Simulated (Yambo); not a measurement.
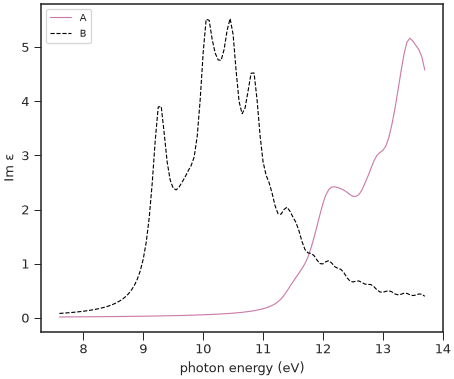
Two computed absorption spectra of KSc₂F₇ (space group Cmmm, No. 65) (Yambo, PBEsol bands with the same scissor, field along x)

Axes are Cartesian, with cell vectors (Å) (3.27, -5.29, 0.00), (3.27, 5.29, 0.00), (0.00, 0.00, 4.05).

Which curve includes the electron-hole attraction (BSE)?

Curve B: the attraction moves weight to lower energy (centre of the plotted range 10.5 eV against 12.8 eV). Settings: 4×4×4 mesh, 20 valence and 11 conduction bands, static screening with 92 bands and a 3 Ry block, scissor 4.88 eV, Tamm-Dancoff. The scissor comes from a G0W0 run whose convergence isn't established. Broadening 0.15 eV. The band window holds all transitions up to 13.7 eV. On this mesh the peak heights and the fine structure are mesh artefacts; only the shift of weight is robust.

Geometry of the Materials Project entry, not relaxed at this level; primitive cell a = 6.2243 Å, b = 6.2243 Å, c = 4.0483 Å, α = 90.00°, β = 90.00°, γ = 116.57°.

The structure is a Materials Project entry; no match was found in the copy of COD used, and its stability was not checked.
